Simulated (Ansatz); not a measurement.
## Geometry relaxation of C$_{2}$H$_{5}$ClGaN (part 2 of 2)

Continued. System: C$_{2}$H$_{5}$ClGaN. Method: RKS PBE0-D4/def2-SVP (Ansatz 0.2.0). It belongs to a series of runs on one base structure; here: end point A relaxed.

Geometry of the input (Å):
```
Cl -2.6117  0.7450  -1.0955
Ga -1.8986  -0.0943  0.4758
C  0.5559  0.2135  1.1450
C  0.7190  -0.6814  -0.0671
N  0.0495  -0.0345  -1.2312
H  -0.4638  0.4869  1.4011
H  1.2010  1.1418  0.9889
H  0.1208  -1.6077  0.1421
H  1.7049  -0.9421  -0.2423
H  0.7061  0.7216  -1.5139
```

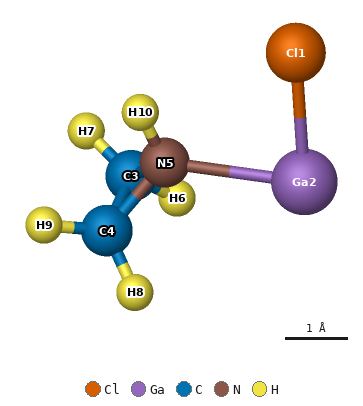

Figure 1. The geometry at step 10 of the log (ball-and-stick view, seen at a tilt; atoms are numbered from 1 in the order of the input).

### Trajectory as extended XYZ, continued
```
10
Properties=species:S:1:pos:R:3:forces:R:3 step=4 energy=-68517.73204
Cl   -2.9006    0.9424   -1.3056   -0.4276   0.1705   0.0187
Ga   -2.1628   -0.2425    0.4384   -0.6049  -0.0331  -0.7863
C     0.5542    0.3834    0.7575   -1.3387   0.0819  -1.8446
C     0.8220   -0.8473   -0.0217    0.0858   0.7260   0.2296
N     0.0720    0.1557   -0.7732    1.6714   0.6753   2.1706
H    -0.3350    0.4203    1.4678    1.1671  -0.1023  -0.5862
H     1.2776    1.1884    0.9254    0.2152  -0.2927  -0.1688
H     0.1857   -1.7062    0.1954    0.2150  -0.4262   0.1893
H     1.8673   -1.0559   -0.2637    0.0107  -0.1782  -0.1601
H     0.7026    0.7105   -1.4174   -0.9940  -0.6211   0.9378
10
Properties=species:S:1:pos:R:3:forces:R:3 step=5 energy=-68518.21426
Cl   -3.0525    0.9025   -1.4295   -0.2261   0.1013  -0.0203
Ga   -2.2087   -0.1945    0.3280   -0.2495   0.0208  -0.5935
C     0.6051    0.3846    0.7682   -1.1341   0.1744  -1.0282
C     0.8336   -0.8521   -0.0038    0.1548   0.3396   0.2004
N     0.0663    0.1910   -0.6690    1.1035   0.5666   1.4036
H    -0.2365    0.4152    1.5193    0.8642  -0.0980  -0.4813
H     1.3687    1.1540    0.9298    0.1460  -0.2592  -0.1664
H     0.2095   -1.7149    0.2432    0.1723  -0.2832   0.0980
H     1.8560   -1.0715   -0.3292   -0.0708  -0.0687  -0.0982
H     0.6416    0.7345   -1.3541   -0.7605  -0.4936   0.6858
10
Properties=species:S:1:pos:R:3:forces:R:3 step=6 energy=-68518.54318
Cl   -3.1547    1.0270   -1.4629   -0.0321   0.0653  -0.0447
Ga   -2.2553   -0.2545    0.1430   -0.0671   0.0003  -0.2737
C     0.6208    0.4003    0.7664   -0.4066  -0.0259  -0.2940
C     0.8640   -0.8609    0.0360    0.1049   0.1715   0.1782
N     0.0487    0.1747   -0.5805    0.3732   0.2282   0.3702
H    -0.1555    0.4175    1.5590    0.3720  -0.0464  -0.1638
H     1.4051    1.1533    0.8847    0.0917  -0.0935  -0.0962
H     0.2962   -1.7482    0.3357    0.0501  -0.0918   0.0109
H     1.8640   -1.0598   -0.3638   -0.0517   0.0378  -0.0247
H     0.5498    0.6994   -1.3147   -0.4345  -0.2454   0.3378
10
Properties=species:S:1:pos:R:3:forces:R:3 step=7 energy=-68518.65292
Cl   -3.1703    1.1607   -1.5032    0.1137   0.0625  -0.0728
Ga   -2.3112   -0.3154   -0.0391   -0.0523  -0.1136   0.0448
C     0.6448    0.4042    0.7806   -0.0987   0.0523   0.0668
C     0.8960   -0.8636    0.0757    0.0501  -0.1554  -0.0210
N     0.0020    0.1288   -0.4978   -0.0305   0.1581  -0.1125
H    -0.0671    0.4094    1.6178    0.1763   0.0182   0.0828
H     1.4313    1.1642    0.8191   -0.0465  -0.0095  -0.0153
H     0.3919   -1.7740    0.4274    0.0479   0.0448  -0.0427
H     1.8682   -1.0275   -0.4033   -0.0715   0.0477   0.0320
H     0.3975    0.6621   -1.2743   -0.0885  -0.1050   0.0380
10
Properties=species:S:1:pos:R:3:forces:R:3 step=8 energy=-68518.69761
Cl   -2.9874    1.2076   -1.5526    0.0941  -0.1079   0.0879
Ga   -2.3769   -0.3845   -0.0461    0.0472   0.1577  -0.1691
C     0.6450    0.4114    0.7833   -0.0678   0.0214   0.3394
C     0.8925   -0.8563    0.0760    0.0489  -0.1259  -0.1118
N    -0.0595    0.1145   -0.4498   -0.0325  -0.0188  -0.1966
H    -0.0031    0.3947    1.6742    0.1958   0.0826  -0.0695
H     1.4198    1.1859    0.7746   -0.0845  -0.0182  -0.0077
H     0.4315   -1.7802    0.4534    0.0822   0.0900  -0.0489
H     1.8446   -0.9920   -0.4537   -0.1351   0.0323   0.0490
H     0.2766    0.6477   -1.2565   -0.1481  -0.1131   0.1273
10
Properties=species:S:1:pos:R:3:forces:R:3 step=9 energy=-68518.72872
Cl   -2.8105    1.2358   -1.6356    0.0668  -0.1512   0.1178
Ga   -2.4119   -0.3990   -0.0785   -0.0027   0.1905  -0.1584
C     0.6538    0.4085    0.8033   -0.1697   0.0224   0.2534
C     0.8898   -0.8499    0.0748    0.0471  -0.1182  -0.1876
N    -0.1389    0.0858   -0.3822    0.3396   0.0072  -0.0480
H     0.0864    0.3715    1.7539    0.2282   0.0963  -0.3288
H     1.4018    1.2101    0.7288   -0.1808  -0.0930   0.0063
H     0.4918   -1.7913    0.4858    0.1114   0.1641  -0.0985
H     1.8084   -0.9497   -0.5281   -0.2961   0.0245   0.1442
H     0.1125    0.6270   -1.2193   -0.1439  -0.1426   0.2997
10
Properties=species:S:1:pos:R:3:forces:R:3 step=10 energy=-68518.74765
Cl   -2.6891    1.1964   -1.7037   -0.0163  -0.0286   0.0011
Ga   -2.4346   -0.3732   -0.0645    0.0097   0.0813  -0.0578
C     0.6619    0.4022    0.8157   -0.1012   0.0784   0.3134
C     0.8827   -0.8460    0.0645    0.0870  -0.1164  -0.1804
N    -0.1756    0.0807   -0.3318    0.2632  -0.0100  -0.1660
H     0.1367    0.3589    1.7874    0.2001   0.0474  -0.2700
H     1.3871    1.2195    0.7121   -0.1170  -0.0824   0.0113
H     0.5173   -1.7954    0.4827    0.0895   0.1237  -0.0783
H     1.7697   -0.9289   -0.5871   -0.2889   0.0326   0.1910
H     0.0269    0.6347   -1.1724   -0.1261  -0.1260   0.2356
10
Properties=species:S:1:pos:R:3:forces:R:3 step=11 energy=-68518.76028
Cl   -2.6413    1.1451   -1.8275    0.0606  -0.0562   0.0592
Ga   -2.4636   -0.3019   -0.0558   -0.0901   0.0147  -0.0183
C     0.6839    0.3882    0.8403   -0.0871   0.0725   0.1031
C     0.8832   -0.8446    0.0553    0.0285   0.0081  -0.1224
N    -0.2034    0.0716   -0.2730    0.1738   0.0621  -0.0782
H     0.2145    0.3317    1.8343    0.0896  -0.0096  -0.1648
H     1.3806    1.2232    0.7074   -0.0282  -0.0614   0.0085
H     0.5546   -1.8023    0.4735    0.0333   0.0023  -0.0154
H     1.7314   -0.9057   -0.6421   -0.1641   0.0289   0.1325
H    -0.0568    0.6434   -1.1095   -0.0164  -0.0615   0.0958
10
Properties=species:S:1:pos:R:3:forces:R:3 step=12 energy=-68518.76437
Cl   -2.5494    1.0926   -1.8739   -0.0407  -0.0084   0.0041
Ga   -2.5002   -0.2765   -0.0318    0.0039   0.0251  -0.0434
C     0.6906    0.3856    0.8479   -0.0309   0.0207  -0.0613
C     0.8727   -0.8380    0.0433   -0.0204   0.0470  -0.0226
N    -0.2233    0.0757   -0.2457    0.0900  -0.0071   0.1295
H     0.2554    0.3168    1.8505   -0.0073  -0.0222  -0.0081
H     1.3792    1.2229    0.7037    0.0207  -0.0101  -0.0040
H     0.5650   -1.8010    0.4602    0.0016  -0.0480   0.0066
H     1.6977   -0.8863   -0.6744   -0.0152   0.0169   0.0209
H    -0.1045    0.6570   -1.0769   -0.0018  -0.0139  -0.0217
10
Properties=species:S:1:pos:R:3:forces:R:3 step=13 energy=-68518.76576
Cl   -2.5747    1.0882   -1.8839   -0.0021  -0.0123   0.0118
Ga   -2.5030   -0.2751   -0.0415   -0.0092   0.0073  -0.0157
C     0.6955    0.3859    0.8505   -0.0132   0.0130  -0.0301
C     0.8724   -0.8374    0.0448   -0.0261   0.0057  -0.0051
N    -0.2195    0.0809   -0.2414    0.0384   0.0203   0.0493
H     0.2605    0.3154    1.8527   -0.0083  -0.0098   0.0042
H     1.3905    1.2181    0.7078    0.0116  -0.0011  -0.0019
H     0.5626   -1.8015    0.4600    0.0045  -0.0208  -0.0016
H     1.6969   -0.8858   -0.6723    0.0021   0.0088   0.0013
H    -0.0982    0.6602   -1.0737    0.0023  -0.0110  -0.0123
10
Properties=species:S:1:pos:R:3:forces:R:3 step=14 energy=-68518.76622
Cl   -2.5793    1.0650   -1.8983   -0.0019  -0.0007  -0.0050
Ga   -2.5067   -0.2744   -0.0421    0.0028  -0.0006   0.0015
C     0.7022    0.3865    0.8549   -0.0024   0.0042  -0.0042
C     0.8660   -0.8346    0.0424   -0.0077  -0.0064   0.0126
N    -0.2186    0.0949   -0.2334    0.0075  -0.0040  -0.0127
H     0.2678    0.3137    1.8575    0.0045  -0.0015   0.0024
H     1.4069    1.2114    0.7156    0.0008   0.0003  -0.0012
H     0.5524   -1.8004    0.4520    0.0024  -0.0021  -0.0017
H     1.6889   -0.8827   -0.6767   -0.0051   0.0033  -0.0018
H    -0.0964    0.6695   -1.0690   -0.0010   0.0075   0.0101
10
Properties=species:S:1:pos:R:3:forces:R:3 step=15 energy=-68518.76635
Cl   -2.5782    1.0470   -1.9140    0.0021  -0.0024   0.0001
Ga   -2.5093   -0.2705   -0.0415    0.0029  -0.0005   0.0012
C     0.7070    0.3860    0.8586    0.0018  -0.0061  -0.0019
C     0.8618   -0.8330    0.0406    0.0009   0.0033   0.0097
N    -0.2197    0.1025   -0.2264   -0.0092  -0.0041  -0.0119
H     0.2774    0.3107    1.8629    0.0025   0.0010   0.0037
H     1.4153    1.2078    0.7191   -0.0011   0.0004  -0.0009
H     0.5474   -1.7999    0.4472   -0.0029   0.0027  -0.0007
H     1.6809   -0.8805   -0.6827   -0.0004  -0.0005  -0.0039
H    -0.0995    0.6788   -1.0609    0.0033   0.0063   0.0045
10
Properties=species:S:1:pos:R:3:forces:R:3 step=16 energy=-68518.76643
Cl   -2.5756    1.0282   -1.9277    0.0023  -0.0027   0.0029
Ga   -2.5094   -0.2679   -0.0399    0.0017   0.0003  -0.0006
C     0.7112    0.3855    0.8619    0.0021  -0.0127   0.0014
C     0.8572   -0.8313    0.0386    0.0093   0.0111   0.0005
N    -0.2209    0.1104   -0.2206   -0.0138   0.0002  -0.0050
H     0.2857    0.3080    1.8679    0.0018   0.0019  -0.0008
H     1.4230    1.2043    0.7228   -0.0026  -0.0012  -0.0006
H     0.5402   -1.7987    0.4420   -0.0045   0.0049   0.0012
H     1.6730   -0.8790   -0.6886   -0.0008  -0.0029   0.0000
H    -0.1013    0.6892   -1.0535    0.0044   0.0012   0.0009
```

### Summary

| quantity | value |
| --- | --- |
| outcome | converged |
| total energy | −68518.7665 eV |
| mean-field energy | −68518.5610 eV |
| largest force (length of the vector) at the end | 0.015 eV/Å |
| wall time | 2.3 min (CPU time 4.3 min) |
| peak memory | 0.32 GiB |
